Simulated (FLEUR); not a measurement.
# FePt (c factor at fixed volume 0.94 on the database's cell): from one collinear state to anisotropy, part 2 of 2

One state of FePt (c factor at fixed volume 0.94 on the database's cell) is converged without symmetry. Force theorems then give its anisotropy.

FLEUR MaX-R8.1; PBE; all-electron FLAPW, Dirac cores, scalar-relativistic bands.

So far. Step 2 (The magnetic state): After 23 cycles the largest moment stands at 3.01 μB.

## Step 5: Spin–orbit coupling, moments along [001]

Level of this step: PBE; all-electron FLAPW, Dirac cores, scalar-relativistic bands with spin-orbit coupling (FLEUR).

Spin–orbit coupling ties the spins to the lattice and lets orbital moments form.

A new self-consistent run of the start ferro +, with the moments along z. The k list default-1 (kpts.xml, not shown) is a Γ-centred 20×20×16 mesh.

inp.xml reads:

```
<?xml version="1.0" encoding="UTF-8" standalone="no"?>
<fleurInput fleurInputVersion="0.39">
   <comment>
      FePt
   </comment>
   <calculationSetup>
      <cutoffs Kmax="3.6" Gmax="10.8" GmaxXC="10.8" numbands="72"/>
      <scfLoop itmax="110" minDistance="0.00002" maxIterBroyd="15" imix="Anderson" alpha="0.05" precondParam="0.0" spinf="2.0" sdNocoIR="T"/>
      <coreElectrons ctail="T" frcor="F" kcrel="0" coretail_lmax="0"/>
      <xcFunctional name="pbe" relativisticCorrections="F"/>
      <magnetism jspins="2"/>
      <soc l_soc="T" theta="0.0" phi="0.0" spav="F"/>
      <expertModes spex="0" secvar="F"/>
      <geometryOptimization l_f="F" forcealpha="1.0" forcemix="BFGS" epsdisp="0.00001" epsforce="0.00001"/>
      <ldaU l_linMix="F" mixParam="0.05" spinf="1.0"/>
   </calculationSetup>
   <cell>
      <bzIntegration valenceElectrons="32.0" mode="hist" fermiSmearingEnergy="0.00183747">
         <kPointListSelection listName="default-1"/>
         <xi:include xmlns:xi="http://www.w3.org/2001/XInclude" href="kpts.xml"> </xi:include>
      </bzIntegration>
      <xi:include xmlns:xi="http://www.w3.org/2001/XInclude" href="sym.xml"> </xi:include>
      <bulkLattice scale="1.0">
         <bravaisMatrix>
            <row-1>    5.3083838496525990     0.0000000000000000     0.0000000000000000</row-1>
            <row-2>    0.0000000000000000     5.3083838496525990     0.0000000000000000</row-2>
            <row-3>    0.0000000000000000     0.0000000000000000     6.6079943125012797</row-3>
         </bravaisMatrix>
      </bulkLattice>
   </cell>
   <atomSpecies>
      <species name="Iron (Fe) 2.800" element="Fe" atomicNumber="26">
         <mtSphere radius="2.44" gridPoints="807" logIncrement="0.015"/>
         <atomicCutoffs lmax="10" lnonsphr="8"/>
         <electronConfig flipSpins="F">
            <coreConfig>(1s1/2) (2s1/2) (2p1/2) (2p3/2)</coreConfig>
            <valenceConfig>(3s1/2) (3p1/2) (3p3/2) (4s1/2) (3d3/2) (3d5/2)</valenceConfig>
            <stateOccupation state="(3d3/2)" spinUp="1.4" spinDown="1.0"/>
            <stateOccupation state="(3d5/2)" spinUp="3.0" spinDown="0.6"/>
         </electronConfig>
         <energyParameters s="4" p="4" d="3" f="4"/>
         <lo type="SCLO" l="0" n="3" eDeriv="0"/>
         <lo type="SCLO" l="1" n="3" eDeriv="0"/>
      </species>
      <species name="Platinum (Pt)" element="Pt" atomicNumber="78">
         <mtSphere radius="2.44" gridPoints="807" logIncrement="0.017"/>
         <atomicCutoffs lmax="10" lnonsphr="8"/>
         <electronConfig flipSpins="F">
            <coreConfig>(1s1/2) (2s1/2) (2p1/2) (2p3/2) (3s1/2) (3p1/2) (3p3/2) (4s1/2) (3d3/2) (3d5/2) (4p1/2) (4p3/2) (5s1/2) (4d3/2) (4d5/2) (4f5/2) (4f7/2)</coreConfig>
            <valenceConfig>(5p1/2) (5p3/2) (6s1/2) (5d3/2) (5d5/2)</valenceConfig>
            <stateOccupation state="(6s1/2)" spinUp="0.500000" spinDown="0.500000"/>
            <stateOccupation state="(5d3/2)" spinUp="1.800000" spinDown="1.800000"/>
            <stateOccupation state="(5d5/2)" spinUp="2.700000" spinDown="2.700000"/>
         </electronConfig>
         <energyParameters s="6" p="6" d="5" f="5"/>
         <lo type="SCLO" l="1" n="5" eDeriv="0"/>
      </species>
   </atomSpecies>
   <atomGroups>
      <atomGroup species="Iron (Fe) 2.800">
         <relPos label="                   1">.0000000000 .0000000000 .0000000000</relPos>
         <force calculate="T" relaxXYZ="TTT"/>
      </atomGroup>
      <atomGroup species="Platinum (Pt)">
         <relPos label="                   2">1.000/2.000 1.000/2.000 1.000/2.000</relPos>
         <force calculate="T" relaxXYZ="TTT"/>
      </atomGroup>
   </atomGroups>
   <output dos="F" band="F" slice="F">
      <bandDOS minEnergy="-.5*Htr" maxEnergy="0.5*Htr" sigma="0.015" storeEVData="T"/>
      <plotting iplot="0" polar="F">
         <plot TwoD="T" vec1="  1.0  0.0  0.0" vec2="  0.0  1.0  0.0" vec3="  0.0  0.0  1.0" zero="  0.0  0.0  0.0" file="plot"/>
      </plotting>
      <moessbauerParams electricFieldGradient="F" isomerShift="F" coreHyperfine="F" valenceHyperfine="F"/>
   </output>
</fleurInput>
```

crystal.txt reads:

```
FePt
&input film=F cartesian=F /
2.80907576000  0.00000000000  0.00000000000
0.00000000000  2.80907576000  0.00000000000
0.00000000000  0.00000000000  3.49680000000
1.8897261246
1.0 1.0 1.0

2
26 0.00000000000  0.00000000000  0.00000000000 : 2.800
78 0.50000000000  0.50000000000  0.50000000000

&soc 0.0000000 0.0000000 /
&kpt div1=20 div2=20 div3=16 gamma=T /
```

Launch:

```
OMP_NUM_THREADS=1 inpgen -f crystal.txt > inpgen.log  # inp.xml is then edited as shown
OMP_NUM_THREADS=1 mpirun -n 4 fleur_MPI > fleur.log
```

The log of the run:

```text
[banner, memory and clock lines left out]
Welcome to FLEUR        (www.flapw.de)
      MaX-Release 8.1          (www.max-centre.eu)

 ========== k-point set info ==========
 Selected k-point list: default-1
 k-point list type: mesh
 0 x 0 x 0
 Number of k points: 920

 [... set-up left out ...]
 Iteration:     1   Distance:      40.56368261 me/bohr^3
 Iteration:     2   Distance:      16.89456066 me/bohr^3
 Iteration:     3   Distance:      13.12187288 me/bohr^3
 Iteration:     4   Distance:       9.39193622 me/bohr^3
 Iteration:     5   Distance:       8.56948917 me/bohr^3
 Iteration:     6   Distance:       9.11130063 me/bohr^3
 Iteration:     7   Distance:       3.79333017 me/bohr^3
 Iteration:     8   Distance:       3.47947277 me/bohr^3
 Iteration:     9   Distance:       1.23180793 me/bohr^3
 Iteration:    10   Distance:       1.18959757 me/bohr^3
 Iteration:    11   Distance:       0.25691759 me/bohr^3
 Iteration:    12   Distance:       0.20583956 me/bohr^3
 Iteration:    13   Distance:       0.05639508 me/bohr^3
 Iteration:    14   Distance:       0.03145445 me/bohr^3
[... lines left out ...]
 Iteration:    18   Distance:       0.00147890 me/bohr^3
 Iteration:    19   Distance:       0.00071555 me/bohr^3
 Iteration:    20   Distance:       0.00027124 me/bohr^3
 Iteration:    21   Distance:       0.00025609 me/bohr^3
 Iteration:    22   Distance:       0.00007323 me/bohr^3
 Iteration:    23   Distance:       0.00002194 me/bohr^3
 Iteration:    24   Distance:       0.00000814 me/bohr^3

 ********************************************************************
 Run finished successfully
 Stop message:
   all done
 ********************************************************************

--- out.xml (last complete iteration) ---
<iteration numberForCurrentRun="   24" overallNumber="   24">
         [... left out ...]
         <bandgap value="0.0015537588" units="eV"/>
         <sumValenceSingleParticleEnergies value="-18.2119621934" units="Htr"/>
         <FermiEnergy value="0.4365043543" units="Htr"/>
         [... left out ...]
         <magneticMomentsInMTSpheres units="muBohr">
            <globalMagMoment atomType="1" vec="0.00000   0.00000   3.00572"/>
            <globalMagMoment atomType="2" vec="0.00000   0.00000   0.44567"/>
         </magneticMomentsInMTSpheres>
         <orbitalMomentsInMTSpheres units="muBohr">
            <globalMagMoment atomType="1" vec="0.00000   0.00000   0.05359"/>
            <globalMagMoment atomType="2" vec="0.00000   0.00000   0.06373"/>
         </orbitalMomentsInMTSpheres>
         [... left out ...]
         <totalEnergy value="   -19719.5918548593" units="Htr">
            <sumOfEigenvalues value="   -12061.3131790319">
               <coreElectrons value="-12043.1012168385"/>
               <valenceElectrons value="-18.2119621934"/>
            </sumOfEigenvalues>
         [... left out ...]
            <freeEnergy value="-19719.5923210503"/>
            <extrapolationTo0K value="-19719.5920879548"/>
         </totalEnergy>
         <densityConvergence units="me/bohr^3">
            <chargeDensity spin="1" distance="0.0000034741"/>
            <chargeDensity spin="2" distance="0.0000058084"/>
            <overallChargeDensity distance="0.0000081415"/>
            <spinDensity distance="0.0000050329"/>
         </densityConvergence>
      </iteration>
```

It took 9.3 min on 4 MPI ranks of Arm Neoverse V2, shared host; peak memory 1 GiB; 37 min of CPU time.

Spin moment in the muffin-tin sphere by atom:

```
atom  spin moment in the muffin-tin sphere (μB)
 Fe1                                       3.01
 Pt2                                       0.45
```

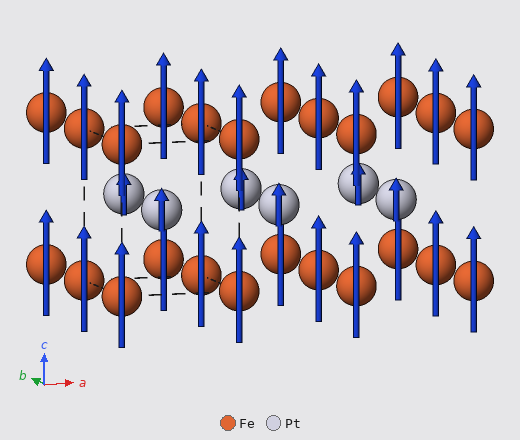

Spin moment in the muffin-tin sphere as arrows, the longest 3.01 μB. Up and down stand for the sign. Arrows give size and sign along the axis of quantisation, drawn up and down the page. Each arrow also spans its atom, so small moments look longer than they are. 3×2×1 cells are drawn. Some periodic images of atoms are drawn too.

This step gave:

```yaml
free_energy: -536597.4433 eV
program_s_band_gap_on_this_mesh_in_a_metal_only_a_level_spacing: 0.001554 eV
magnetization: 3.395 μB
final_state: ferromagnetic
orbital_moment_along_the_spin: 0.05359 μB
```

Orbital moment in the sphere, along the spin axis by atom:

```
atom  orbital moment in the sphere, along the spin axis (μB)
 Fe1                                                  0.0536
 Pt2                                                  0.0637
```

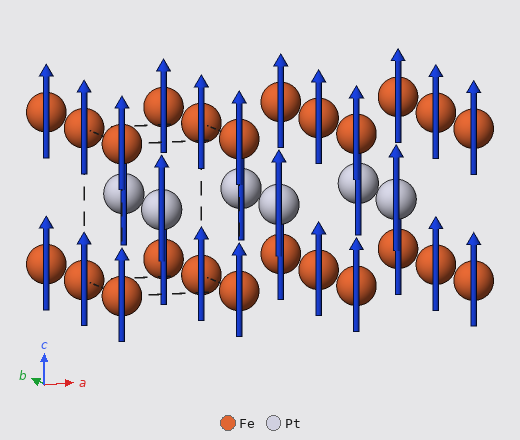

Orbital moment in the sphere, along the spin axis as arrows, the longest 0.0637 μB. Up and down stand for the sign. Arrows give size and sign along the axis of quantisation, drawn up and down the page. 3×2×1 cells are drawn. Some periodic images of atoms are drawn too.

## Step 6: Results

```json
{
 "reference state": "ferromagnetic",
 "largest sphere moment": "3.01 μB",
 "easy direction of those tried": "not resolved",
 "energy along [100] less [001], force theorem": "0.506 meV a primitive cell",
 "orbital moment on the atom of largest spin, along its spin (spin–orbit run)": "0.0536 μB"
}
```

**Reading.** The lowest directions differ by less than these runs resolve; shape anisotropy is not included. The difference for the second direction goes from 1.2 meV (mesh 14×14×11, 72 states, 6.6 min of CPU time) to 0.51 meV (mesh 20×20×16, 72 states, 19 min), so it is not converged. The orbital moment is parallel to the spin. The state was typed, and no other order was converged beside it, so it need not be the ground state.

[Logs and program files are shortened in this print: banners, set-up blocks, solver, clock and traceback lines can be left out without a mark of their own.]

[Logs are printed without paths, hosts, clocks, repeated set-up lines and the standing remarks that a program may print on its own settings, such as how far it seeks lower states.]

[Hosts, paths, dates, database ids (printed as entryN), source tags and the programs' standing remarks are cut or masked in the printed files.]

[Where a cell is said to come from a database of computed structures, the database is the Materials Project.]
